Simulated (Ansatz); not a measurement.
Level of theory: PBE (plane waves to 420 eV, PAW; Ansatz, a first-principles code).

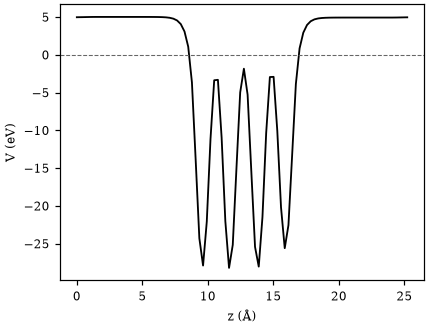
Plane-averaged electrostatic potential energy along the normal, in eV from the Fermi level, for Al on a Ru site (surface) in a 3x3 cell of the 1x1 (0001) surface of hcp Ru

Set-up: 36 atoms, 6.3 Å thick at the start (thin: gaps and levels are the slab's own); mesh 4x4x1; 0.1 eV smearing; dipole correction on; 9 atoms held, the rest relaxed; symmetry of the start imposed; no spin, no spin-orbit, no U.

The vacuum level lies 4.93 eV above the Fermi level over the top face and 5.01 eV above it under the bottom face.
